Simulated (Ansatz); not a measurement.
# Geometry relaxation of Si4NH12ClO3 (part 2 of 3)

Si4NH12ClO3; RKS PBE0-D4/def2-SVP (Ansatz 0.2.0). The input holds or restrains some coordinates.

Geometry of the input (Å):
```
Si 0.8659  0.3160  1.0020
O  0.2670  0.6671  -1.0299
Si -0.7369  0.5664  -2.2682
O  -0.6116  0.7621  1.4388
Si -2.1742  0.3061  1.5440
O  1.1849  -1.1929  0.5669
Si 0.6994  -2.5484  -0.2046
Cl 1.8033  0.3074  2.8306
H  1.1787  1.4704  -0.7402
N  1.8590  1.6772  0.2656
H  -1.7126  1.6642  -2.2067
H  0.0841  0.7042  -3.4796
H  -1.4297  -0.7271  -2.2616
H  -2.2265  -0.9160  2.3493
H  -2.7457  1.4683  2.2200
H  -2.7068  0.0835  0.2033
H  1.5598  -3.5469  0.4269
H  0.9781  -2.3761  -1.6273
H  -0.7217  -2.7560  0.0743
H  2.8512  1.4913  0.1880
H  1.7343  2.5791  0.7085
```

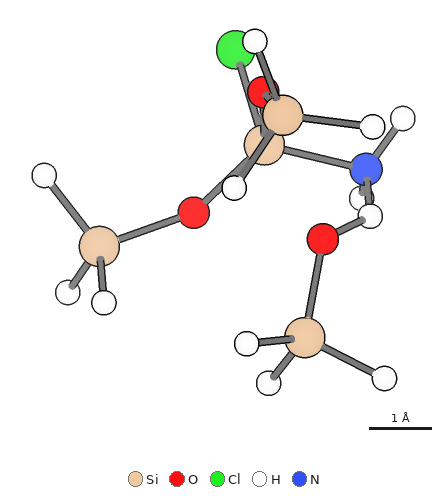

**Figure 1.** The geometry at step 12 of the log (ball-and-stick view, seen at a tilt).

Trajectory as extended XYZ, continued
```
21
Properties=species:S:1:pos:R:3:forces:R:3 step=4 energy=-51821.55323
Si    0.8953    0.3451    1.0489    0.1460  -0.0469  -0.0308
O     0.3374    0.5981   -1.0091   -0.0457   0.0155   0.0495
Si   -0.7952    0.4973   -2.2150    0.1087   0.0391   0.0142
O    -0.6074    0.8357    1.4649    0.0073  -0.0351  -0.0721
Si   -2.2118    0.4037    1.5505    0.0106   0.0081   0.0312
O     1.2752   -1.2012    0.6805   -0.0667  -0.0252  -0.0431
Si    0.8133   -2.4900   -0.2731    0.0222   0.0674   0.0148
Cl    1.8328    0.4368    2.9393   -0.0267   0.0351   0.0194
H     1.2563    1.3992   -0.7364    0.0052  -0.1681  -0.0389
N     1.9359    1.6410    0.2621   -0.2260   0.1632   0.0753
H    -1.8196    1.5882   -2.1352    0.0033   0.0042   0.0330
H    -0.1265    0.6064   -3.5525   -0.0005  -0.0027   0.0238
H    -1.5084   -0.8166   -2.1569    0.0114   0.0029   0.0275
H    -2.3599   -0.8380    2.3634    0.0033  -0.0063  -0.0027
H    -2.9474    1.5254    2.1952   -0.0016   0.0088  -0.0051
H    -2.7633    0.1618    0.1846    0.0204   0.0043  -0.0025
H     1.5165   -3.6925    0.2553   -0.0076   0.0070  -0.0040
H     1.1969   -2.2859   -1.7004   -0.0056   0.0194   0.0218
H    -0.6624   -2.6905   -0.1653   -0.0033   0.0152  -0.0235
H     2.9312    1.4284    0.2842    0.0778  -0.1035  -0.0576
H     1.8111    2.5477    0.7149   -0.0326  -0.0024  -0.0302
21
Properties=species:S:1:pos:R:3:forces:R:3 step=5 energy=-51821.56217
Si    0.9022    0.3423    1.0720    0.0539  -0.0485   0.0064
O     0.3481    0.5459   -0.9925   -0.0971  -0.0122  -0.1128
Si   -0.8186    0.4570   -2.1739    0.1793   0.0412   0.1730
O    -0.6055    0.8448    1.4630   -0.0087  -0.0715  -0.0493
Si   -2.2129    0.4142    1.5329    0.0857   0.0265  -0.0093
O     1.2894   -1.2111    0.7264   -0.1040  -0.0411  -0.0340
Si    0.8276   -2.4452   -0.3092    0.0124   0.1753   0.0207
Cl    1.8088    0.4865    2.9772   -0.0210  -0.0064  -0.0882
H     1.2827    1.3367   -0.7441   -0.0678  -0.1200  -0.0126
N     1.9461    1.6169    0.2552   -0.0428   0.1161   0.1459
H    -1.8322    1.5549   -2.0498    0.0265   0.0030  -0.0238
H    -0.1789    0.5558   -3.5263   -0.0221   0.0119   0.0279
H    -1.5377   -0.8513   -2.0791    0.0019   0.0215  -0.0340
H    -2.3703   -0.8220    2.3525   -0.0088   0.0053   0.0066
H    -2.9572    1.5463    2.1494    0.0003  -0.0074   0.0082
H    -2.7375    0.1612    0.1584   -0.0031  -0.0059   0.0202
H     1.4684   -3.6911    0.2064   -0.0342   0.0538  -0.0351
H     1.2832   -2.1852   -1.7108   -0.0066  -0.0400   0.1084
H    -0.6625   -2.5983   -0.2880    0.1027   0.0050   0.0129
H     2.9428    1.4028    0.3030   -0.0150  -0.0560  -0.0584
H     1.8142    2.5387    0.6773   -0.0318  -0.0507  -0.0725
21
Properties=species:S:1:pos:R:3:forces:R:3 step=6 energy=-51821.57177
Si    0.8993    0.3382    1.0776    0.0494   0.0294   0.0696
O     0.3405    0.5180   -0.9879   -0.0415  -0.0505  -0.0995
Si   -0.8240    0.4598   -2.1707    0.1391   0.0688   0.0873
O    -0.6092    0.8418    1.4613   -0.0041  -0.0603  -0.0347
Si   -2.2144    0.4096    1.5429    0.0554   0.0238   0.0200
O     1.2893   -1.2158    0.7468   -0.0903  -0.0672  -0.0599
Si    0.8367   -2.4328   -0.3133    0.0464   0.1162   0.0154
Cl    1.8073    0.5019    2.9784   -0.0191  -0.0073  -0.0613
H     1.2840    1.3009   -0.7485   -0.0885  -0.0462  -0.0034
N     1.9398    1.6073    0.2481    0.0184   0.0319   0.0657
H    -1.8099    1.5834   -2.0501    0.0058  -0.0247   0.0143
H    -0.1826    0.5657   -3.5206    0.0084  -0.0021   0.0107
H    -1.5643   -0.8380   -2.1003   -0.0088   0.0344  -0.0113
H    -2.3703   -0.8132    2.3826   -0.0004  -0.0041  -0.0001
H    -2.9585    1.5470    2.1497   -0.0012   0.0006  -0.0036
H    -2.7429    0.1359    0.1744   -0.0061  -0.0038   0.0074
H     1.4428   -3.6924    0.2107   -0.0292   0.0507  -0.0224
H     1.3519   -2.1778   -1.6960   -0.0558  -0.0273   0.1173
H    -0.6551   -2.5717   -0.3278    0.1126   0.0264  -0.0158
H     2.9378    1.3932    0.2968   -0.0724  -0.0108  -0.0276
H     1.8019    2.5391    0.6460   -0.0179  -0.0778  -0.0684
21
Properties=species:S:1:pos:R:3:forces:R:3 step=8 energy=-51821.59771
Si    0.8799    0.3241    1.1024    0.0957   0.0916   0.2235
O     0.3261    0.3518   -0.9720   -0.0824  -0.0333  -0.2631
Si   -0.8452    0.4684   -2.1473    0.0315   0.0598   0.0550
O    -0.6330    0.8359    1.4453    0.0069   0.0149  -0.0355
Si   -2.2301    0.3978    1.5861   -0.0338  -0.0379   0.0425
O     1.2808   -1.2386    0.8431   -0.0615  -0.1182  -0.1016
Si    0.8979   -2.3749   -0.3343    0.0385  -0.0162  -0.1259
Cl    1.7788    0.5878    2.9911   -0.0154  -0.0011  -0.0512
H     1.2704    1.1461   -0.7778   -0.0539  -0.0224   0.0186
N     1.9131    1.5446    0.1945    0.0276   0.0986   0.0191
H    -1.7209    1.6755   -1.9455    0.0218  -0.1200   0.0274
H    -0.1822    0.6257   -3.4810    0.0000  -0.0184  -0.0093
H    -1.6955   -0.7672   -2.1791    0.0433   0.1344   0.0186
H    -2.3589   -0.7646    2.5164   -0.0003   0.0334  -0.0401
H    -2.9777    1.5680    2.1251    0.0105  -0.0105  -0.0177
H    -2.7766    0.0228    0.2466    0.0073   0.0058   0.0341
H     1.3233   -3.6945    0.2356   -0.0583   0.1282  -0.0467
H     1.6685   -2.1487   -1.6110   -0.1941  -0.0223   0.2621
H    -0.5871   -2.4125   -0.5844    0.2852   0.0116   0.0208
H     2.9132    1.3380    0.2568   -0.1260   0.0752   0.0187
H     1.7553    2.5144    0.4894    0.0574  -0.2530  -0.0492
21
Properties=species:S:1:pos:R:3:forces:R:3 step=9 energy=-51821.61844
Si    0.8611    0.3143    1.0706    0.1870  -0.1270   0.1684
O     0.3863    0.2492   -1.0225   -0.0071   0.0654  -0.1755
Si   -0.8288    0.5142   -2.1240   -0.0249  -0.0231   0.0169
O    -0.6579    0.8383    1.3625   -0.0200   0.0301  -0.0800
Si   -2.2454    0.3936    1.5879   -0.0096  -0.0225   0.0049
O     1.2404   -1.2662    0.8751   -0.0103   0.0814   0.0328
Si    0.9235   -2.4012   -0.3184    0.0284   0.0089  -0.0474
Cl    1.7381    0.6371    2.9571   -0.0186  -0.0069   0.0216
H     1.3223    1.0534   -0.8287   -0.1131   0.0342   0.0314
N     1.9016    1.5209    0.1526    0.0639   0.0234   0.0191
H    -1.6493    1.7172   -1.7635    0.0091  -0.0159  -0.0046
H    -0.2258    0.7521   -3.4737   -0.0064   0.0096   0.0017
H    -1.7294   -0.6741   -2.2009   -0.0161   0.0136  -0.0069
H    -2.3352   -0.7298    2.5667    0.0156   0.0207  -0.0129
H    -2.9818    1.5812    2.1003    0.0026   0.0033  -0.0032
H    -2.8316   -0.0406    0.2848   -0.0033  -0.0004   0.0208
H     1.3080   -3.7117    0.2798   -0.0007  -0.0088   0.0139
H     1.7467   -2.1850   -1.5432   -0.0028  -0.0011   0.0369
H    -0.5285   -2.4421   -0.6525   -0.0099  -0.0033  -0.0114
H     2.9066    1.3964    0.2766   -0.0125  -0.0899   0.0482
H     1.6793    2.4826    0.4135   -0.0512   0.0084  -0.0748
21
Properties=species:S:1:pos:R:3:forces:R:3 step=11 energy=-51821.63014
Si    0.8306    0.3004    1.0241   -0.1164   0.0297   0.1814
O     0.4370    0.2012   -1.0844   -0.1015   0.1187  -0.2708
Si   -0.8483    0.5490   -2.0911    0.0673   0.0507   0.0615
O    -0.6967    0.8590    1.2188   -0.1199  -0.0663  -0.0288
Si   -2.2623    0.4168    1.5967    0.0826  -0.0364   0.0025
O     1.1884   -1.2880    0.8872    0.0128  -0.0436  -0.1266
Si    0.9901   -2.4262   -0.3351   -0.0565   0.0430   0.0025
Cl    1.6065    0.6240    2.9569    0.0018   0.0518  -0.0453
H     1.3722    1.0003   -0.8670   -0.0462  -0.1129  -0.0427
N     1.9143    1.4847    0.1273    0.2424  -0.0364   0.2748
H    -1.6248    1.7412   -1.6035    0.0614  -0.0621  -0.0273
H    -0.3381    0.8672   -3.4665   -0.0064  -0.0286   0.0790
H    -1.7839   -0.6106   -2.1786    0.0197  -0.0191   0.0113
H    -2.2658   -0.6104    2.6857    0.0146   0.0744  -0.0715
H    -2.9813    1.6430    2.0417    0.0040  -0.0195  -0.0129
H    -2.9311   -0.1519    0.3814    0.0649   0.0476   0.0980
H     1.2902   -3.7339    0.3205    0.0075   0.0177  -0.0317
H     1.9539   -2.2160   -1.4557   -0.0286  -0.0094   0.0545
H    -0.4187   -2.4622   -0.8341    0.0826  -0.0131   0.0238
H     2.9050    1.3550    0.3616   -0.2152   0.0792  -0.1503
H     1.6627    2.4576    0.3140    0.0291  -0.0653   0.0186
21
Properties=species:S:1:pos:R:3:forces:R:3 step=12 energy=-51821.63709
Si    0.8197    0.2954    1.0261   -0.0118   0.1048   0.1214
O     0.4330    0.2144   -1.0845   -0.0695   0.0751  -0.1767
Si   -0.8481    0.5460   -2.0980    0.0926   0.0095   0.0494
O    -0.7053    0.8594    1.2208   -0.0559  -0.0646  -0.0347
Si   -2.2676    0.4227    1.6097    0.0632  -0.0247  -0.0114
O     1.1786   -1.2918    0.8786   -0.0165  -0.0050  -0.0369
Si    0.9864   -2.4245   -0.3484    0.0063   0.0069   0.0003
Cl    1.6065    0.6460    2.9492   -0.0295  -0.0411   0.0238
H     1.3672    1.0116   -0.8558   -0.0060  -0.0810  -0.0361
N     1.9157    1.4789    0.1432    0.1263  -0.0082   0.0870
H    -1.6231    1.7433   -1.6281    0.0211  -0.0423  -0.0277
H    -0.3254    0.8401   -3.4723   -0.0250  -0.0070   0.0434
H    -1.7727   -0.6236   -2.1720   -0.0068   0.0046   0.0078
H    -2.2615   -0.5923    2.7069   -0.0037   0.0540  -0.0363
H    -2.9882    1.6535    2.0378    0.0036  -0.0180   0.0032
H    -2.9340   -0.1588    0.4025    0.0298   0.0247   0.0637
H     1.3056   -3.7341    0.2935   -0.0105   0.0152  -0.0099
H     1.9518   -2.2025   -1.4636   -0.0299   0.0072   0.0232
H    -0.4207   -2.4753   -0.8464    0.0613   0.0069   0.0180
H     2.9078    1.3399    0.3580   -0.1735   0.0505  -0.0926
H     1.6742    2.4517    0.3430    0.0345  -0.0674   0.0211
21
Properties=species:S:1:pos:R:3:forces:R:3 step=13 energy=-51821.64651
Si    0.7958    0.2998    1.0115    0.0959   0.0372   0.0490
O     0.4551    0.2241   -1.1072   -0.0386   0.0481  -0.0982
Si   -0.8451    0.5477   -2.0940    0.0444   0.0248  -0.0066
O    -0.7306    0.8686    1.1640   -0.0131  -0.0058  -0.0533
Si   -2.2721    0.4285    1.6165   -0.0139  -0.0067   0.0193
O     1.1570   -1.2867    0.8673   -0.0053  -0.0268  -0.0011
Si    0.9987   -2.4228   -0.3597    0.0033   0.0146   0.0045
Cl    1.5283    0.6343    2.9580   -0.0291  -0.0134   0.0247
H     1.3839    1.0212   -0.8576   -0.0265  -0.0654  -0.0173
N     1.9240    1.4715    0.1538    0.0075  -0.0302   0.0197
H    -1.6042    1.7554   -1.6300    0.0093  -0.0203  -0.0155
H    -0.3530    0.8171   -3.4824   -0.0150  -0.0053   0.0072
H    -1.7789   -0.6162   -2.1297   -0.0083  -0.0036   0.0120
H    -2.2118   -0.5564    2.7341   -0.0164   0.0071   0.0175
H    -2.9962    1.6588    2.0404    0.0089  -0.0125  -0.0018
H    -2.9659   -0.1908    0.4479    0.0001   0.0132   0.0249
H     1.3142   -3.7295    0.2887   -0.0041   0.0075  -0.0062
H     1.9804   -2.1931   -1.4573   -0.0105   0.0049   0.0098
H    -0.3973   -2.4816   -0.8818    0.0302   0.0017   0.0017
H     2.9116    1.3038    0.3538   -0.0606   0.0439  -0.0163
H     1.7061    2.4463    0.3638    0.0421  -0.0131   0.0257
21
Properties=species:S:1:pos:R:3:forces:R:3 step=15 energy=-51821.66709
Si    0.6876    0.2813    0.9432   -0.0071   0.0761  -0.0131
O     0.5112    0.2597   -1.1967    0.0404  -0.0048   0.1031
Si   -0.8287    0.5624   -2.1351   -0.0617   0.0374  -0.1069
O    -0.8516    0.8627    0.9463   -0.3782  -0.2716   0.2281
Si   -2.3035    0.4719    1.7241    0.3115  -0.1807  -0.1436
O     1.0653   -1.3026    0.8180    0.0106  -0.1112  -0.0829
Si    1.0882   -2.4252   -0.4364   -0.0607   0.1530  -0.0168
Cl    1.1958    0.5829    2.9794   -0.0298   0.0020  -0.1637
H     1.4221    1.0433   -0.8553   -0.0928  -0.0383  -0.0611
N     1.9223    1.4257    0.2034    0.0584   0.1171   0.0814
H    -1.4740    1.8765   -1.7905    0.0270  -0.1107  -0.0137
H    -0.4202    0.6397   -3.5805   -0.0276  -0.0507   0.1200
H    -1.8342   -0.5440   -1.9772    0.0936   0.1508   0.0114
H    -2.0365   -0.3525    2.9564   -0.0337   0.1735  -0.2353
H    -2.9812    1.7477    2.0886   -0.0005  -0.0364  -0.0351
H    -3.1503   -0.3324    0.7663    0.1731   0.2282   0.2069
H     1.3768   -3.7310    0.2238    0.0138   0.0020  -0.0095
H     2.1740   -2.1262   -1.4191   -0.0476  -0.0220   0.0716
H    -0.2391   -2.5164   -1.1164    0.0802  -0.0070   0.0315
H     2.8926    1.1697    0.3989   -0.1008   0.0377   0.0409
H     1.7832    2.4067    0.4590    0.0320  -0.1445  -0.0132
21
Properties=species:S:1:pos:R:3:forces:R:3 step=16 energy=-51821.68527
Si    0.6782    0.2671    0.9418   -0.0005   0.1024  -0.0711
O     0.5077    0.2545   -1.1986    0.0668   0.0196   0.1011
Si   -0.8196    0.5678   -2.1519   -0.0968  -0.0516   0.0099
O    -0.8652    0.8354    0.9464   -0.2113  -0.2211   0.1552
Si   -2.3040    0.4721    1.7473    0.1829  -0.0279  -0.1662
O     1.0657   -1.3139    0.8122   -0.0087  -0.0785  -0.0662
Si    1.0997   -2.4226   -0.4528   -0.0173   0.0959  -0.0055
Cl    1.1929    0.5751    2.9715   -0.0359  -0.0099  -0.0788
H     1.4158    1.0390   -0.8518   -0.0824  -0.0412  -0.0644
N     1.9080    1.4221    0.2105    0.0406   0.0670   0.0613
H    -1.4476    1.8928   -1.8301    0.0669  -0.0244  -0.0507
H    -0.4048    0.5775   -3.5955   -0.0354   0.0014   0.1018
H    -1.8591   -0.4947   -1.9522    0.0746   0.0632  -0.0194
H    -2.0249   -0.3201    2.9894   -0.0419   0.0955  -0.1472
H    -2.9786    1.7587    2.0756    0.0189  -0.0127   0.0266
H    -3.1709   -0.3196    0.8105    0.1156   0.0830   0.1437
H     1.3951   -3.7325    0.1963   -0.0012  -0.0032  -0.0023
H     2.1966   -2.1133   -1.4176   -0.0444  -0.0046   0.0359
H    -0.2203   -2.5186   -1.1426    0.0579   0.0008   0.0177
H     2.8765    1.1745    0.4206   -0.0618   0.0196   0.0261
H     1.7588    2.3987    0.4711    0.0135  -0.0734  -0.0076
21
Properties=species:S:1:pos:R:3:forces:R:3 step=17 energy=-51821.70492
Si    0.6593    0.2477    0.9202    0.0626   0.0383  -0.1455
O     0.5377    0.2533   -1.2236    0.0436   0.0161   0.1971
Si   -0.8105    0.5647   -2.1495   -0.0141  -0.0320  -0.0018
O    -0.8978    0.7682    0.8880   -0.1087  -0.0800   0.0104
Si   -2.3027    0.4824    1.7607    0.0414  -0.0517  -0.0247
O     1.0811   -1.3251    0.7930   -0.0059  -0.0126  -0.0276
Si    1.1226   -2.4251   -0.4778   -0.0023   0.0477   0.0005
Cl    1.1019    0.5683    2.9630    0.0158  -0.0164  -0.0349
H     1.4268    1.0464   -0.8481   -0.0757  -0.0514  -0.0891
N     1.8904    1.4255    0.2283   -0.0037   0.0387   0.0744
H    -1.3839    1.9212   -1.8761    0.0323   0.0177  -0.0117
H    -0.4379    0.5043   -3.5986   -0.0050  -0.0003   0.0194
H    -1.8692   -0.4566   -1.8869    0.0097   0.0053   0.0092
H    -1.9818   -0.2755    3.0085   -0.0656   0.0441  -0.0803
H    -2.9301    1.7927    2.0857    0.0170   0.0163   0.0131
H    -3.2268   -0.3102    0.8920    0.0513   0.0398   0.0722
H     1.4067   -3.7392    0.1680    0.0015  -0.0063  -0.0061
H     2.2276   -2.1141   -1.4291   -0.0158   0.0015   0.0114
H    -0.1895   -2.5135   -1.1796    0.0245  -0.0010   0.0031
H     2.8541    1.1885    0.4661   -0.0093   0.0046   0.0132
H     1.7218    2.3958    0.4959    0.0062  -0.0184  -0.0022
21
Properties=species:S:1:pos:R:3:forces:R:3 step=19 energy=-51821.68536 accepted=F
Si    0.6500    0.1670    0.9232   -0.6796   0.4640  -0.0946
O     0.5423    0.2109   -1.2208    0.1692  -0.0698   0.1366
Si   -0.7903    0.5090   -2.1731   -0.0427   0.0035   0.0985
O    -0.9348    0.5933    0.8848   -0.1222  -0.0272  -0.0258
Si   -2.3188    0.5534    1.8278    0.1589  -0.0396  -0.0886
O     1.1191   -1.3868    0.7692    0.1775   0.1101  -0.0247
Si    1.2099   -2.4172   -0.5563   -0.0033  -0.1018  -0.0464
Cl    1.0453    0.4857    2.9731    0.1140  -0.0694   0.0139
H     1.3892    1.0375   -0.8210   -0.0945  -0.0549  -0.0917
N     1.7845    1.4571    0.2675    0.4400  -0.4931   0.0268
H    -1.2667    1.9205   -2.0085    0.0112   0.0104  -0.0030
H    -0.4438    0.3098   -3.6136    0.0342  -0.0086  -0.0103
H    -1.9049   -0.4160   -1.8189   -0.0227  -0.0265  -0.0045
H    -2.0850   -0.2403    3.0664   -0.0354   0.0102   0.0059
H    -2.7021    1.9523    2.1639   -0.0162   0.0220   0.0289
H    -3.3870   -0.0811    1.0058   -0.0306   0.0159   0.0188
H     1.5311   -3.7477    0.0389    0.0049   0.0002  -0.0129
H     2.3153   -2.0355   -1.4794   -0.0066   0.0185   0.0118
H    -0.0905   -2.5289   -1.2749    0.0142   0.0091   0.0006
H     2.7279    1.2172    0.5797    0.1042   0.2617  -0.1590
H     1.6092    2.4395    0.4664   -0.1748  -0.0347   0.2198
```
